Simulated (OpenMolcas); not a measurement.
# r2SCAN/cc-pVTZ (RICD fitting, fitting threshold 1e-05) run of BF (SMILES [B]F)

Aim: the vertical singlet–triplet gap of BF at r2SCAN/cc-pVTZ (RICD fitting, fitting threshold 1e-05), from 2 runs. 

The results are computed with OpenMolcas 26.06.

## 1. Starting point

BF: 2 atoms, total charge 0, spin state singlet. SMILES: `[B]F`. The shape is that of a PBE0-D4/def2-TZVP optimisation.

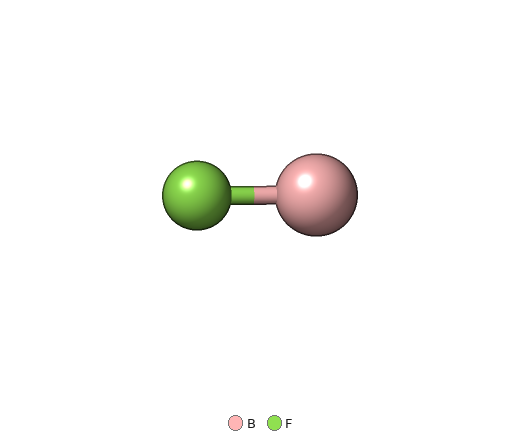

Viewed from a chosen angle; boron pink, fluorine green.

## 2. A single-point energy at r2SCAN/cc-pVTZ (RICD fitting, fitting threshold 1e-05)

The input, job.input:

```
&GATEWAY
  BasLib=$CurrDir
  Coord
  2
  angstrom
  B        0.000000       0.000000      -0.009350
  F        0.000000       0.000000       1.253740
  Basis=cc-pVTZ
  Group=NoSym
  RICD
  aCD
  CDThreshold=1e-05

&SEWARD

&SCF
  KSDFT=2
  1.0 MGGA_X_R2SCAN
  1.0 MGGA_C_R2SCAN
  PrOrbitals=1 1
```

The basis set cc-pVTZ is read from a file made from the Basis Set Exchange's data (not shown).

On the command line:

```
$ export MOLCAS_MEM=1860
$ pymolcas job.input > job.log
```

The program printed:

```text
--- Start Module: gateway ---
[...]
--- Stop Module: gateway /rc=_RC_ALL_IS_WELL_ ---
--- Start Module: seward ---
[...]
      Basis functions           60
--- Stop Module: seward /rc=_RC_ALL_IS_WELL_ ---
--- Start Module: scf ---
[...]
       Convergence after  10 Iterations
[...]
::    Total KS-DFT energy                            -124.6465223593
[...]
      Total spin, S                                     0.0000000000
[...]
      Total electronic charge=   14.000000
      Total            charge=   -0.000000
[...]
      Dipole Moment (debye):
      Origin of the operator (angstrom)=    0.0000    0.0000    0.7903
                   X=  1.5605E-14               Y=  5.5229E-15               Z=  1.1196E+00           Total=  1.1196E+00
      Quadrupole Moment (debye*angstrom):
[...]
--- Stop Module: scf /rc=_RC_ALL_IS_WELL_ ---
[...]
```

Wall time 2.8 s (1 thread of Arm Neoverse V2, shared host); peak memory 0.093 GiB.

## 3. The triplet at the same level

The input, job.input:

```
* BF Kohn-Sham DFT

&GATEWAY
  BASLIB
  $CurrDir
  COORD
  2
  angstrom
  B        0.000000       0.000000      -0.009350
  F        0.000000       0.000000       1.253740
  BASIS
  cc-pVTZ
  GROUP
  NoSym
  RICD
  ACD
  CDTHRESHOLD
  1e-05

&SEWARD

&SCF
  UHF
  SPIN
  3
  KSDFT
  2
  1.0 MGGA_X_R2SCAN
  1.0 MGGA_C_R2SCAN
  PRORBITALS
  1 1
```

The basis set cc-pVTZ is read from a file made from the Basis Set Exchange's data (not shown).

On the command line:

```
$ export MOLCAS_MEM=1860
$ pymolcas job.input > job.log
```

The program printed:

```text
--- Start Module: gateway ---
[...]
--- Stop Module: gateway /rc=_RC_ALL_IS_WELL_ ---
--- Start Module: seward ---
[...]
      Basis functions           60
--- Stop Module: seward /rc=_RC_ALL_IS_WELL_ ---
--- Start Module: scf ---
[...]
       Convergence after  24 Iterations
[...]
::    Total KS-DFT energy                            -124.5322376829
[...]
      Total spin, S                                     1.0012556753
[...]
      Total electronic charge=   14.000000
      Total            charge=   -0.000000
[...]
      Dipole Moment (debye):
      Origin of the operator (angstrom)=    0.0000    0.0000    0.7903
                   X=  7.6482E-16               Y= -2.5190E-15               Z= -3.4701E-01           Total=  3.4701E-01
      Quadrupole Moment (debye*angstrom):
[...]
--- Stop Module: scf /rc=_RC_ALL_IS_WELL_ ---
[...]
```

Run time: 6.9 s. Hardware: 1 thread of Arm Neoverse V2, shared host; peak memory 0.093 GiB.

## 4. Summary of results

At r2SCAN/cc-pVTZ (RICD fitting, fitting threshold 1e-05):

| quantity | value |
| --- | --- |
| singlet: total energy | -124.64652 Eh |
| singlet: dipole moment | 1.12 D |
| singlet: HOMO energy | -6.98 eV |
| singlet: LUMO energy | -1.73 eV |
| singlet: HOMO–LUMO gap | 5.25 eV |
| triplet: total energy | -124.53224 Eh |
| triplet: dipole moment | 0.35 D |
| triplet: HOMO energy (highest over α and β) | -3.43 eV |
| triplet: ⟨S²⟩ | 2.004 |
| vertical energy of the triplet above the singlet | 3.110 eV |

What this shows: This program's gradients are faulty for this kind of reference, so any forces in the log (triplet) can't be trusted; the energy can. At this shape the triplet lies 3.11 eV (300 kJ/mol) above the singlet.
